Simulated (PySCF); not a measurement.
# InHF (SMILES [F][InH]): UB3LYP/STO-3G

What is the vertical doublet–quartet gap of InHF at UB3LYP/STO-3G? The job is set up through a Python script.

The calculation is run with PySCF 2.14.0.

16 further runs of the same task are left out: 6 that didn't finish, 10 set aside as unsound or not needed.

### 1 The structure to begin with

InHF: 3 atoms, total charge 0, spin state doublet. SMILES: `[F][InH]`. Geometry: relaxed at PBE0-D4/def2-TZVP.

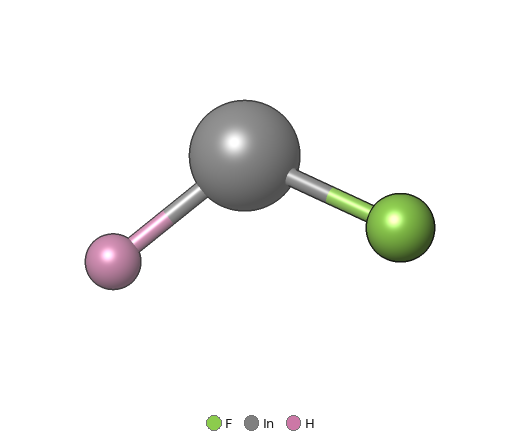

The structure, seen from a chosen angle (fluorine green, indium grey, hydrogen pink).

### 2 A single-point energy at UB3LYP/STO-3G

Input file input.py:

```python
# [F][InH]
from pyscf import gto, dft

molecule = gto.M(
    atom='''
F      2.056778     1.869884     1.312037
In    -0.987382     0.671042    -0.462605
H     -1.090183    -2.663380    -0.874565
''',
    unit='bohr',
    spin=1,
    max_memory=1860,
    verbose=3,
    basis='sto-3g',
)

calc0 = dft.UKS(molecule, xc='b3lyp')
calc0.grids.level = 5
calc0.conv_tol = 1e-10
calc0.kernel()
if not calc0.converged:
    calc0 = calc0.newton().run(calc0.mo_coeff, calc0.mo_occ)

e_final = calc0.e_tot
print('E = %.10f Eh' % e_final)
```

Started as:

```
$ OMP_NUM_THREADS=1 python input.py
```

What it wrote:

```text
WARN: HOMO -0.467810418377231 >= LUMO -0.467810418377221

converged SCF energy = -5783.77291489917  <S^2> = 0.75334673  2S+1 = 2.0033439
E = -5783.7729148992 Eh
```

Run time: 9.6 s. Hardware: 1 thread of Arm Neoverse N1, shared host; peak memory 0.25 GiB.

### 3 The quartet, same level

Input file input.xyz:

```xyz
3
FHIn
F      1.088400     0.989500     0.694300
In    -0.522500     0.355100    -0.244800
H     -0.576900    -1.409400    -0.462800
```

Input file calc.py:

```python
from pyscf import gto, dft

system = gto.Mole()
system.atom = 'input.xyz'
system.spin = 3
system.verbose = 4
system.charge = 0
system.max_memory = 1860
system.basis = 'sto-3g'
system.build()

mf = dft.UKS(system, xc='b3lyp')
mf.grids.level = 5
mf.conv_tol = 1e-10
mf.kernel()
if not mf.converged:
    mf = mf.newton().run(mf.mo_coeff, mf.mo_occ)

e_tot = mf.e_tot
print('E = %.10f Eh' % e_tot)
```

Started as:

```
$ OMP_NUM_THREADS=1 python calc.py
```

What it wrote:

```text
PySCF version 2.14.0

[INPUT] num. atoms = 3
[INPUT] num. electrons = 59
[INPUT] charge = 0
[INPUT] spin (= nelec alpha-beta = 2S) = 3
[INPUT] symmetry False subgroup None
[INPUT] Mole.unit = angstrom
[INPUT] Symbol           X                Y                Z      unit          X                Y                Z       unit  Magmom
[INPUT]  1 F      1.088400000000   0.989500000000   0.694300000000 AA    2.056777913977   1.869884000257   1.312036848286 Bohr   0.0
[INPUT]  2 In    -0.522500000000   0.355100000000  -0.244800000000 AA   -0.987381900085   0.671041746833  -0.462604955294 Bohr   0.0
[INPUT]  3 H     -0.576900000000  -1.409400000000  -0.462800000000 AA   -1.090183001262  -2.663379999962  -0.874565250449 Bohr   0.0

nuclear repulsion = 134.577512650394
number of shells = 15
number of NR pGTOs = 99
number of NR cGTOs = 33
basis = sto-3g
ecp = {}

[... 34 lines left out ...]
[... the frontier-level lines of each cycle are left out ...]
[... 5 lines left out ...]
[... 5 lines left out ...]
[... 5 lines left out ...]
[... 5 lines left out ...]
[... 5 lines left out ...]
[... 5 lines left out ...]
[... 5 lines left out ...]
[... 5 lines left out ...]
[... 5 lines left out ...]

cycle= 10 E= -5783.6135723811  delta_E= -6.67e-07  |g|= 9.25e-05  |ddm|= 0.00388


cycle= 11 E= -5783.61357245146  delta_E= -7.04e-08  |g|= 2.15e-05  |ddm|= 0.00179


cycle= 12 E= -5783.61357245256  delta_E= -1.1e-09  |g|= 8.71e-06  |ddm|= 0.000137


cycle= 13 E= -5783.61357245278  delta_E= -2.18e-10  |g|= 1.2e-06  |ddm|= 6.94e-05


cycle= 14 E= -5783.61357245282  delta_E= -3.82e-11  |g|= 3.56e-07  |ddm|= 1.45e-05


Extra cycle  E= -5783.6135724528  delta_E= 1.82e-11  |g|= 2.68e-07  |ddm|= 3.2e-06
converged SCF energy = -5783.6135724528  <S^2> = 3.7549977  2S+1 = 4.0024981
E = -5783.6135724528 Eh
```

Run time: 12 s. Hardware: 1 thread of Arm Neoverse N1, shared host; peak memory 0.25 GiB.

### 4 Results

Level: UB3LYP/STO-3G.

```
                                        quantity           value
                           doublet: total energy  -5783.77291 Eh
                          doublet: dipole moment          0.76 D
     doublet: HOMO energy (highest over α and β)        -1.88 eV
      doublet: LUMO energy (lowest over α and β)         0.82 eV
                                   doublet: ⟨S²⟩           0.753
                           quartet: total energy  -5783.61357 Eh
                          quartet: dipole moment          0.47 D
     quartet: HOMO energy (highest over α and β)         0.02 eV
                                   quartet: ⟨S²⟩           3.755
vertical energy of the quartet above the doublet        4.336 eV
```

In words: At this shape the quartet lies 4.34 eV (100 kcal/mol) above the doublet. In a minimal basis such a difference can be off by several eV, whatever the method. Relativity is left out (doublet) although the molecule holds a heavy atom. Mulliken charges (quartet) run from -0.10 on H3 to +0.16 on In2. Relativity is left out (quartet) although the molecule holds a heavy atom.
